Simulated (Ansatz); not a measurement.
# triplet C3H11AlO: levels of theory compared

We compute a comparison of 6 runs (UB3LYP/6-31G*, UBHLYP/6-31G*, UHSE06/6-31G*, UPBE0/6-31G*, UCCSD/6-31G*) of triplet C3H11AlO. 

Program for the calculation: Ansatz 0.2.0.

71 further runs of the same task are left out: 2 that didn't finish, 69 set aside as unsound or not needed.

## (1) The molecule

C3H11AlO: 16 atoms, total charge 0, spin state triplet. SMILES of the parent species: `C[Al-](C)(C)[OH2+]`. Geometry: relaxed at PBE0-D4/def2-TZVP. This is one conformer, not always the lowest. That shape belongs to the parent species and isn't relaxed for this state.

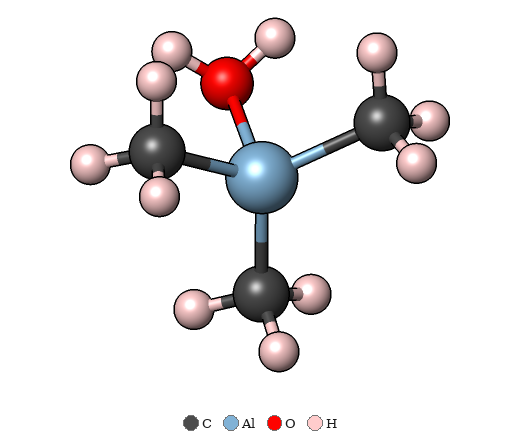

The structure, seen from a chosen angle (carbon dark grey, aluminium light blue, oxygen red, hydrogen pink).

## (2) A single-point energy at UB3LYP/6-31G(d) (spherical functions) (run 1)

input.yaml reads:

```yaml
crystal:
  periodic: [false, false, false]
  atoms:
    - {symbol: C, position_ang: [-0.637980, 0.723110, -1.712710]}
    - {symbol: Al, position_ang: [0.085580, -0.140530, -0.085580]}
    - {symbol: C, position_ang: [1.698930, 0.654370, 0.740480]}
    - {symbol: C, position_ang: [-0.210750, -2.071140, 0.142530]}
    - {symbol: O, position_ang: [-1.268240, 0.678630, 1.227590]}
    - {symbol: H, position_ang: [-0.585750, 1.818080, -1.686750]}
    - {symbol: H, position_ang: [-0.069050, 0.414640, -2.597260]}
    - {symbol: H, position_ang: [-1.679210, 0.445600, -1.917720]}
    - {symbol: H, position_ang: [1.843550, 0.343900, 1.782560]}
    - {symbol: H, position_ang: [1.707300, 1.750610, 0.717030]}
    - {symbol: H, position_ang: [2.601530, 0.334090, 0.207600]}
    - {symbol: H, position_ang: [-0.016600, -2.405220, 1.167190]}
    - {symbol: H, position_ang: [0.454110, -2.651670, -0.507280]}
    - {symbol: H, position_ang: [-1.233710, -2.369370, -0.110180]}
    - {symbol: H, position_ang: [-0.808840, 1.221910, 1.877580]}
    - {symbol: H, position_ang: [-1.880870, 1.252980, 0.754900]}
basis:
  gaussian:
    orbitals: 6-31G_st_-spherical.json
accuracy: high
magnetization:
  spin_polarized: true
  initial_magnetization: 2
hamiltonian:
  xc: {name: B3LYP}
output: {orbitals: {seedname: orbitals}}
```

The basis set 6-31G* is read from a file made from the Basis Set Exchange's data (not shown).

Run with:

```
$ ansatz run input.yaml --threads 1 --pin off --max-ram 3480MiB --events-out events.jsonl --progress --plain --runs-dir runs
```

Output:

```text
Warning: RAYON_NUM_THREADS=1 ignored (pool sized by the plan → 1); use --threads N
Functional definition: B3LYP
  name "B3LYP"
  parameter a0 = 0.2
  parameter ax = 0.72
  parameter ac = 0.81
  exchange = (1 - a0 - ax)*slater_x + ax*b88_x + a0*exact_x
  correlation = (1 - ac)*vwn_rpa_c + ac*lyp_c
2389 factors; integrals over basis functions are off by at most 5.8e-9 eV
mean field evaluation 1: about -11915.0562 eV, gradient 5.5e1 eV
mean field evaluation 2: about -11907.5019 eV, gradient 6.8e1 eV
mean field evaluation 4: about -11928.8679 eV, gradient 4.7e0 eV
mean field evaluation 8: about -11929.3055 eV, gradient 8.3e-1 eV
mean field evaluation 16: about -11929.3669 eV, gradient 1.8e-1 eV
mean field evaluation 32: about -11929.3798 eV, gradient 4.8e-4 eV
mean field evaluation 64: about -11929.2910 eV, gradient 5.3e-1 eV
mean field evaluation 96: about -11929.2653 eV, gradient 4.4e-1 eV
mean field -11929.37981414 eV, -438.3966221457 hartree, gradient 5.5e-8 eV, S^2 2.004123; 9 other end points of the search recorded, 0 dependent functions left out
reference -11929.37986621 eV, -438.3966240591 hartree; 26, 24 occupied and 70, 72 virtual orbitals, 2389 factors
Total energy: -11929.37986621 eV, -438.3966240591 hartree
```

Wall time 2.1 min (1 thread of Arm Neoverse V1, shared host); peak memory 0.64 GiB.

## (3) A single-point energy at UBHLYP/6-31G(d) (spherical functions) (run 2)

job.yaml reads:

```yaml
crystal:
  periodic: [false, false, false]
  atoms:
    - {symbol: C, position_ang: [-0.637980, 0.723110, -1.712710]}
    - {symbol: Al, position_ang: [0.085580, -0.140530, -0.085580]}
    - {symbol: C, position_ang: [1.698930, 0.654370, 0.740480]}
    - {symbol: C, position_ang: [-0.210750, -2.071140, 0.142530]}
    - {symbol: O, position_ang: [-1.268240, 0.678630, 1.227590]}
    - {symbol: H, position_ang: [-0.585750, 1.818080, -1.686750]}
    - {symbol: H, position_ang: [-0.069050, 0.414640, -2.597260]}
    - {symbol: H, position_ang: [-1.679210, 0.445600, -1.917720]}
    - {symbol: H, position_ang: [1.843550, 0.343900, 1.782560]}
    - {symbol: H, position_ang: [1.707300, 1.750610, 0.717030]}
    - {symbol: H, position_ang: [2.601530, 0.334090, 0.207600]}
    - {symbol: H, position_ang: [-0.016600, -2.405220, 1.167190]}
    - {symbol: H, position_ang: [0.454110, -2.651670, -0.507280]}
    - {symbol: H, position_ang: [-1.233710, -2.369370, -0.110180]}
    - {symbol: H, position_ang: [-0.808840, 1.221910, 1.877580]}
    - {symbol: H, position_ang: [-1.880870, 1.252980, 0.754900]}
basis:
  gaussian:
    orbitals: 6-31G_st_-spherical.json
magnetization:
  spin_polarized: true
  initial_magnetization: 2
hamiltonian:
  xc: {name: BHLYP}
accuracy: high
output: {orbitals: {seedname: orbitals}}
```

The basis set 6-31G* is read from a file made from the Basis Set Exchange's data (not shown).

Run with:

```
$ ansatz run job.yaml --threads 1 --pin off --max-ram 3480MiB --events-out events.jsonl --progress --plain --runs-dir runs
```

Output:

```text
Warning: RAYON_NUM_THREADS=1 ignored (pool sized by the plan → 1); use --threads N
Functional definition: BHLYP
  name "BHLYP"
  parameter a = 0.5
  exchange = (1 - a)*b88_x + a*exact_x
  correlation = lyp_c
2389 factors; integrals over basis functions are off by at most 5.8e-9 eV
mean field evaluation 1: about -11916.6090 eV, gradient 4.2e1 eV
mean field evaluation 2: about -11918.4114 eV, gradient 3.8e1 eV
mean field evaluation 4: about -11924.5595 eV, gradient 1.3e0 eV
mean field evaluation 8: about -11924.7047 eV, gradient 2.9e-1 eV
mean field evaluation 16: about -11924.7639 eV, gradient 1.5e-1 eV
mean field evaluation 32: about -11924.7819 eV, gradient 5.5e-6 eV
mean field evaluation 64: about -11924.7463 eV, gradient 1.9e0 eV
mean field -11924.78185254 eV, -438.2276501736 hartree, gradient 7.4e-8 eV, S^2 2.013770; 4 other end points of the search recorded, 0 dependent functions left out
reference -11924.78188782 eV, -438.2276514698 hartree; 26, 24 occupied and 70, 72 virtual orbitals, 2389 factors
Total energy: -11924.78188782 eV, -438.2276514698 hartree
```

Run time: 77 s. Hardware: 1 thread of Arm Neoverse V1, shared host; peak memory 0.6 GiB.

Runs 3 to 5 aren't shown in full; the table further down has their settings and results.

## (4) The energy at UCCSD/6-31G(d) (spherical functions) (run 6)

run.yaml reads:

```yaml
crystal:
  periodic: [false, false, false]
  atoms:
    - {symbol: C, position_ang: [-0.637980, 0.723110, -1.712710]}
    - {symbol: Al, position_ang: [0.085580, -0.140530, -0.085580]}
    - {symbol: C, position_ang: [1.698930, 0.654370, 0.740480]}
    - {symbol: C, position_ang: [-0.210750, -2.071140, 0.142530]}
    - {symbol: O, position_ang: [-1.268240, 0.678630, 1.227590]}
    - {symbol: H, position_ang: [-0.585750, 1.818080, -1.686750]}
    - {symbol: H, position_ang: [-0.069050, 0.414640, -2.597260]}
    - {symbol: H, position_ang: [-1.679210, 0.445600, -1.917720]}
    - {symbol: H, position_ang: [1.843550, 0.343900, 1.782560]}
    - {symbol: H, position_ang: [1.707300, 1.750610, 0.717030]}
    - {symbol: H, position_ang: [2.601530, 0.334090, 0.207600]}
    - {symbol: H, position_ang: [-0.016600, -2.405220, 1.167190]}
    - {symbol: H, position_ang: [0.454110, -2.651670, -0.507280]}
    - {symbol: H, position_ang: [-1.233710, -2.369370, -0.110180]}
    - {symbol: H, position_ang: [-0.808840, 1.221910, 1.877580]}
    - {symbol: H, position_ang: [-1.880870, 1.252980, 0.754900]}
basis:
  gaussian:
    orbitals: 6-31G_st_-spherical.json
magnetization:
  spin_polarized: true
  initial_magnetization: 2
accuracy: high
correlation:
  method: ccsd
  frozen_orbitals: {Al: 5, C: 1, H: 0, O: 1}
scf:
  omitted_lower_state_checks: [cluster_reference, increment]
```

The basis set 6-31G* is read from a file made from the Basis Set Exchange's data (not shown).

Run with:

```
$ ansatz run run.yaml --threads 1 --pin off --max-ram 3480MiB --events-out events.jsonl --progress --plain --runs-dir runs
```

Output:

```text
Warning: RAYON_NUM_THREADS=1 ignored (pool sized by the plan → 1); use --threads N
[... 19 lines left out ...]
9 core orbitals not correlated: weight in the atoms' cores, before any rotation towards them, 1.000 or more for the frozen orbitals, at most 0.000 for the correlated occupied ones
[... 48 lines left out ...]
Total energy: -11897.71119940 eV, -437.2328220198 hartree
Checks for a lower state left out: cluster_reference, increment
```

Run time: 3.9 min. Hardware: 1 thread of Arm Neoverse V1, shared host; peak memory 1.5 GiB.

## (5) The series

```
run                                level  Cartesian functions  frozen core orbitals  energy (Eh)  HOMO energy (eV)   ⟨S²⟩  wall time
  1  UB3LYP/6-31G* (spherical functions)                   no                     –  -438.396624             -0.56  2.004    2.1 min
  2  UBHLYP/6-31G* (spherical functions)                   no                     –  -438.227651             -1.02  2.014       77 s
  3  UHSE06/6-31G* (spherical functions)                   no                     –  -437.998014             -0.36  2.005       92 s
  4   UPBE0/6-31G* (spherical functions)                   no                     –  -438.014659             -0.71  2.005       79 s
  5  UB3LYP/6-31G* (Cartesian functions)                  yes                     –  -438.403382             -0.59  2.004    1.8 min
  6   UCCSD/6-31G* (spherical functions)                   no                     9  -437.232822                 –  2.012    3.9 min
```

## (6) Results

| quantity | value |
| --- | --- |
| run 6: total energy | -437.23282 Eh |
| run 6: correlation energy (9 core orbitals frozen) | -700.8 mEh |
| run 6: ⟨S²⟩ of the reference determinant | 2.012 |
| run 6: T1 diagnostic | 0.027 |

Totals of different functionals can't be ranked against each other. All runs together took 12 min, the longest 3.9 min.
